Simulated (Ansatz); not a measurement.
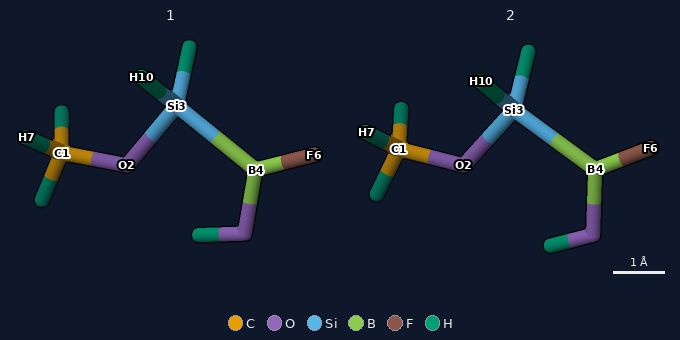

Two geometries of CH₆BFO₂Si, drawn at one scale. One is the start of a relaxation, the other its converged end. Style: stick. Shown at a tilt.

Level of theory: Ansatz 0.2.0, RKS PBE0-D4/def2-TZVP. Settings: force threshold 0.005 eV/Å; at most 150 steps.

Which geometry has the lower energy?

Structure 2 is the relaxed one. The start comes from PBE-D4/def2-SVP. The largest move after the best rigid fit is that of an H atom, 0.31 Å. Largest moves by element: H 0.31 Å, O 0.18 Å, F 0.15 Å, Si 0.11 Å, C 0.09 Å, B 0.01 Å. Near-neighbour distances that change, for instance: O–Si 1.710 → 1.659 Å, H–O 0.987 → 0.964 Å, C–H 1.114 → 1.096 Å, H–Si 1.511 → 1.493 Å. Bond angles that change, for instance: O–Si–B 95.1° → 100.2°, Si–B–O 113.8° → 118.7°, B–O–H 107.7° → 111.3°. After 11 accepted moves (13 points after the start) the energy has fallen by 2.08 kcal/mol. Largest force component: 0.77 eV/Å at the start, 0.0016 eV/Å at the end. The line search rejected the trial steps at points 6, 9 of the run. The run took 62 s on 4 threads of Arm Neoverse V1 (shared host).
